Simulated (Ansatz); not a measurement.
The calculation's input:

```
crystal:
  periodic: [false, false, false]
  atoms:
    - {symbol: C, position_ang: [0.931785, -2.875659, 0.720757]}
    - {symbol: C, position_ang: [0.662885, -1.757896, -0.273296]}
    - {symbol: C, position_ang: [0.650192, -0.375266, 0.361998]}
    - {symbol: C, position_ang: [0.314954, 0.739567, -0.614694]}
    - {symbol: Ga, position_ang: [-2.382875, 1.559396, -0.911104]}
    - {symbol: O, position_ang: [-0.942171, 0.546307, -1.203047]}
    - {symbol: H, position_ang: [0.162974, -2.901478, 1.510196]}
    - {symbol: H, position_ang: [0.936720, -3.861734, 0.231682]}
    - {symbol: H, position_ang: [1.906800, -2.747178, 1.218752]}
    - {symbol: H, position_ang: [-0.304314, -1.919166, -0.776216]}
    - {symbol: H, position_ang: [1.424223, -1.777630, -1.073574]}
    - {symbol: H, position_ang: [-0.084893, -0.353835, 1.188021]}
    - {symbol: H, position_ang: [1.632618, -0.157958, 0.818908]}
    - {symbol: H, position_ang: [1.077138, 0.760357, -1.417615]}
    - {symbol: H, position_ang: [0.379873, 1.715416, -0.091246]}
    - {symbol: H, position_ang: [-3.654570, 1.071102, -1.664706]}
    - {symbol: H, position_ang: [-2.173265, 2.787817, 0.038123]}
basis:
  gaussian:
    orbitals: def2-SVPD
hamiltonian:
  xc: pbe0
output: {forces: true, orbitals: {seedname: orbitals}}
```

Launched as:

```sh
ansatz run input.yaml --threads 4 --pin off --max-ram 7830MiB --events-out events.jsonl --progress --plain --runs-dir runs
```

Geometry: PBE0-D3(BJ)/def2-SVP.

These are results of isolated molecule in a Gaussian basis; Kohn-Sham density functional theory, functional PBE0 (Ansatz 0.2.0), not measurements.

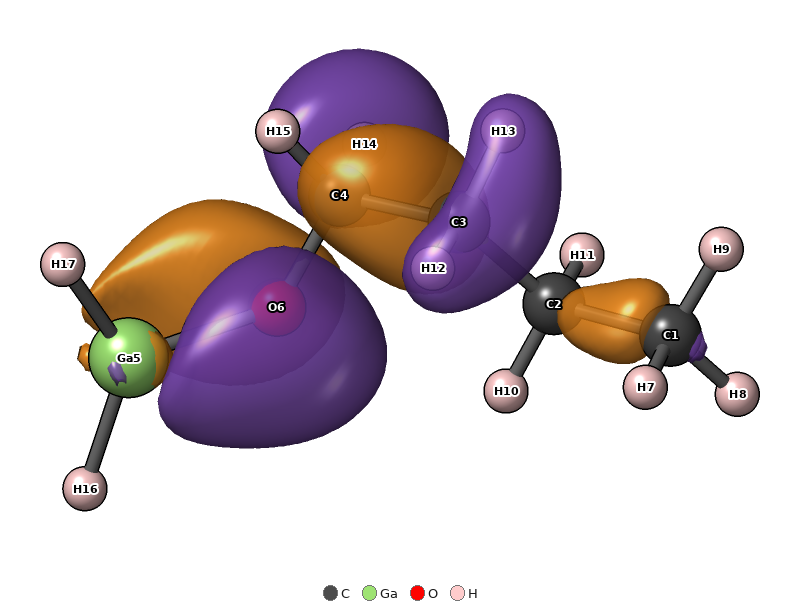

C4H11GaO. The HOMO at ±0.08 Å⁻³ᐟ² (orange and purple are the two phases), seen across its widest extent.

Question: Describe this orbital and give its energy.

Answer: By Hirshfeld shares it lies mainly on O6 (about 50 %), C4 (about 15 %), C3 (about 10 %), Ga5 (about 10 %) and H14 (about 10 %). Its energy is −7.82 eV.
